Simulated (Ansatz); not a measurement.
# Calculations on HfSiNH₇O₂Cl₂

## 1. Relaxation

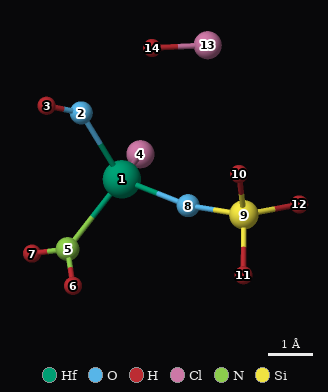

This is the input geometry for a relaxation of HfSiNH7O2Cl2. Style: ball-and-stick. Shown at a tilt.

The run prepares an end point of a later path (reaction) calculation, from a guessed geometry.

Level of theory: RHF/def2-SVP (Ansatz 0.2.0).

Input
```yaml
crystal:
  periodic: [false, false, false]
  atoms:
    - { symbol: Hf, position_ang: [-0.050814, 0.081239, 0.093565] }
    - { symbol: O, position_ang: [0.366743, 0.368073, 2.057808] }
    - { symbol: H, position_ang: [0.147738, 0.964864, 2.756473] }
    - { symbol: Cl, position_ang: [1.976837, 0.087684, -1.214078] }
    - { symbol: "N", position_ang: [-1.169781, 1.643282, -0.559336] }
    - { symbol: H, position_ang: [-2.143883, 1.601968, -0.80473] }
    - { symbol: H, position_ang: [-0.833982, 2.573634, -0.742906] }
    - { symbol: O, position_ang: [-1.219625, -1.455589, -0.118392] }
    - { symbol: Si, position_ang: [-2.09314, -2.85253, -0.002199] }
    - { symbol: H, position_ang: [-2.227822, -3.241774, 1.419809] }
    - { symbol: H, position_ang: [-3.442917, -2.633277, -0.570795] }
    - { symbol: H, position_ang: [-1.424228, -3.936546, -0.751989] }
    - { symbol: Cl, position_ang: [1.650372, -2.674161, 1.926475] }
    - { symbol: H, position_ang: [1.370102, -1.536668, 2.543396] }
basis:
  gaussian: { orbitals: def2-SVP }
hamiltonian:
  xc: hf
relax:
  f_tol: 0.03
  max_steps: 50
```

Launched with:
```bash
ansatz run input.yaml --threads 4 --pin off --max-ram 5120MiB --backend cpu --events-out ev --progress --plain --runs-dir out
```

What does the optimiser find from here?

Answer. Cl13 moves most after the best rigid fit: 0.42 Å. Largest moves by element: Cl 0.42 Å, H 0.34 Å, O 0.16 Å, N 0.08 Å, Si 0.06 Å, Hf 0.05 Å. Near-neighbour distances that change, for instance: Hf1–O2 2.029 → 1.962 Å, Cl13–H14 1.324 → 1.279 Å, Hf1–N5 2.029 → 2.035 Å. Among the angles between lasting bonds that change: Hf1–O2–H3 139.3° → 149.2°, Hf1–O8–Si9 168.5° → 173.6°, Cl4–Hf1–O8 116.7° → 114.0°. After 9 accepted moves (10 points after the start) the energy has fallen by 2.15 kcal/mol. The largest force component goes from 1.2 to 0.021 eV/Å. The line search rejected the trial step at point 4 of the run. The run took 33 s on 4 threads of Arm Neoverse V1, with other jobs on the host, peak memory 0.52 GiB.

Step by step:

```
step  E − E(0), kcal/mol  largest force component, eV/Å      note
   0                0.00                         1.2019          
   1               -0.95                         1.1624          
   2               -1.39                         0.9190          
   3               -1.61                         0.7114          
   4               -1.10                         1.1223  rejected
   5               -1.97                         0.1789          
   6               -2.11                         0.0601          
   7               -2.13                         0.0662          
   8               -2.14                         0.0431          
   9               -2.15                         0.0388          
  10               -2.15                         0.0207
```

The structure at the end:

```xyz
14

Hf   -0.0895    0.1051    0.0831
O     0.4705    0.3856    1.9429
H     0.4876    0.9336    2.7085
Cl    1.8786    0.0016   -1.3095
N    -1.2373    1.6711   -0.5261
H    -2.2072    1.6147   -0.7863
H    -0.9332    2.6215   -0.6544
O    -1.2380   -1.4576   -0.0558
Si   -2.0978   -2.8675   -0.0580
H    -2.3339   -3.3165    1.3315
H    -3.4045   -2.6404   -0.7168
H    -1.3576   -3.9120   -0.7970
Cl    1.6393   -2.6879    2.3423
H     1.3285   -1.4612    2.5287
```

After the run, drawn alike:

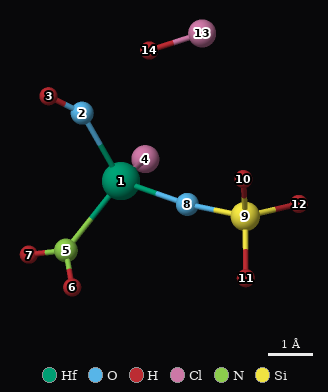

Limits of the set-up: the start holds two separate molecules, 2.2 Å apart at their closest, whose relative position is a soft coordinate and is computed without a dispersion correction; Hartree-Fock leaves out electron correlation.

## 2. Relaxation

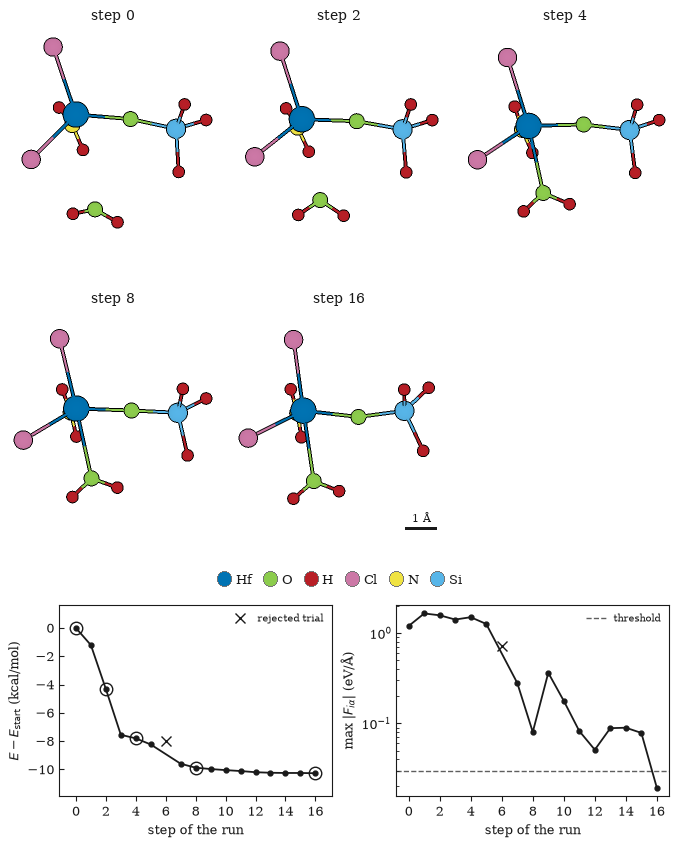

Frames of a relaxation of HfSiNH7O2Cl2, marked on the history of the run. The picture is a ball-and-stick view, seen at a tilt.

The run prepares an end point of a later path (reaction) calculation, from a guessed geometry.

The calculation used RHF/def2-SVP in Ansatz.

Input
```yaml
crystal:
  periodic: [false, false, false]
  atoms:
    - { symbol: Hf, position_ang: [0.435692, -0.344071, -0.442967] }
    - { symbol: O, position_ang: [-0.63135, 0.045504, 2.612019] }
    - { symbol: H, position_ang: [-1.159556, -0.605807, 3.051113] }
    - { symbol: Cl, position_ang: [1.422887, -0.404934, -2.613007] }
    - { symbol: "N", position_ang: [-0.384136, 1.497244, -0.323623] }
    - { symbol: H, position_ang: [-0.972971, 1.792755, 0.438833] }
    - { symbol: H, position_ang: [-0.252976, 2.266994, -0.958964] }
    - { symbol: O, position_ang: [-0.907473, -1.736274, -0.294896] }
    - { symbol: Si, position_ang: [-2.032148, -2.900205, 0.028733] }
    - { symbol: H, position_ang: [-2.079581, -3.136731, 1.492948] }
    - { symbol: H, position_ang: [-3.366429, -2.45457, -0.426991] }
    - { symbol: H, position_ang: [-1.672276, -4.160611, -0.651207] }
    - { symbol: Cl, position_ang: [2.219759, -0.717813, 1.259962] }
    - { symbol: H, position_ang: [0.286157, -0.15128, 2.861148] }
basis:
  gaussian: { orbitals: def2-SVP }
hamiltonian:
  xc: hf
relax:
  f_tol: 0.03
  max_steps: 50
```

Run as
```bash
ansatz run input.yaml --threads 4 --pin off --max-ram 5120MiB --backend cpu --events-out ev --progress --plain --runs-dir out
```

Question: What happens along the run?

Answer: After 15 accepted moves (16 points after the start) the energy has fallen by 10.3 kcal/mol. Largest force component: 1.2 eV/Å at the start, 0.019 eV/Å at the end. The line search rejected the trial step at point 6 of the run. The largest move after the best rigid fit is that of H10, 0.65 Å. By element the largest moves are H 0.65 Å, Cl 0.58 Å, O 0.50 Å, Hf 0.44 Å, N 0.18 Å, Si 0.09 Å. Some distances before and after: Hf1–H3 3.850 → 2.933 Å, Hf1–O2 3.259 → 2.390 Å, Hf1–H14 3.313 → 2.952 Å, Hf1–Cl13 2.495 → 2.446 Å. New bonds form, among them: Hf1–O2 (3.26 → 2.39 Å). Among the angles between lasting bonds that change: Cl4–Hf1–O8 109.7° → 101.0°, O8–Hf1–Cl13 109.6° → 118.0°, Cl4–Hf1–Cl13 108.7° → 101.7°. From step 0 to 2: O2 moves most (0.32 Å), energy −4.31 kcal/mol. From step 2 to 4: H3 moves most (0.39 Å), energy −3.49 kcal/mol. From step 4 to 8: H atoms move most (0.16 Å), energy −2.07 kcal/mol. From step 8 to 16: H atoms move most (0.37 Å), energy −0.39 kcal/mol.

Limits of the set-up: the start holds two separate molecules, 2.6 Å apart at their closest, whose relative position is a soft coordinate and is computed without a dispersion correction; Hartree-Fock leaves out electron correlation.

## 3. Path

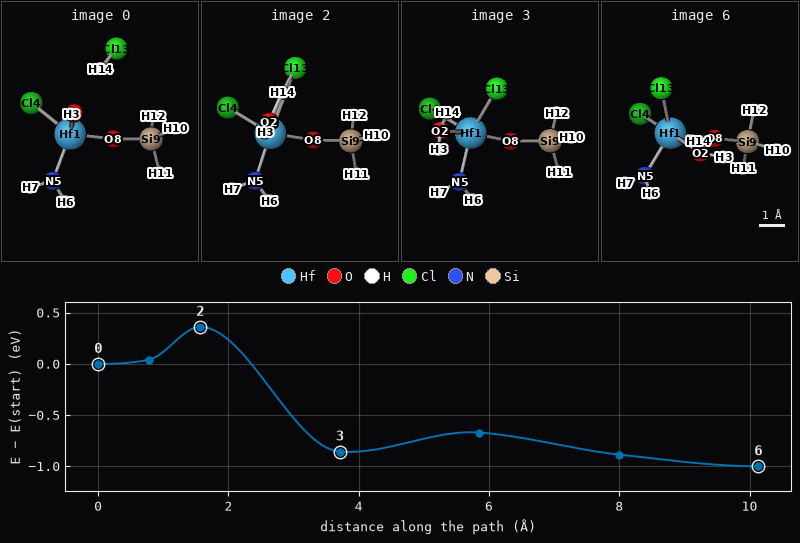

NEB run on HfSiNH₇O₂Cl₂. Images are numbered from 0 (start) to 6 (end). A ball-and-stick model, seen at a tilt.

Computed with RHF/def2-SVP (Ansatz). Set-up: 5 movable images; climbing image; force threshold 0.03 eV/Å; iteration limit 60; starting path through a guess of the saddle point.

### Describe the mechanism and the energy profile.

The path has more than one stage, and so few images may leave a stage unresolved. Breaking: Cl13–H14 (1.28 → 1.46 at the top → 2.84 Å). Forming: Hf1–Cl13 (3.99 → 2.98 at the top → 2.45 Å), O2–H14 (2.12 → 1.30 at the top → 0.95 Å). Forward barrier 0.36 eV, backward barrier 1.36 eV, with image 2 at the top; the reaction energy is −1.00 eV. The profile has 2 maxima (images 2, 4) with a dip at image 3 (−0.86 eV), so the process runs in steps. The band converged in 52 iterations. The largest component of the band force went from 24 to 0.028 eV/Å. The climbing image converged on the top of the path. Its vibrational analysis gives one imaginary mode (1135i cm⁻¹), as a transition state must have.

Limits of the set-up: Hartree-Fock leaves out electron correlation.
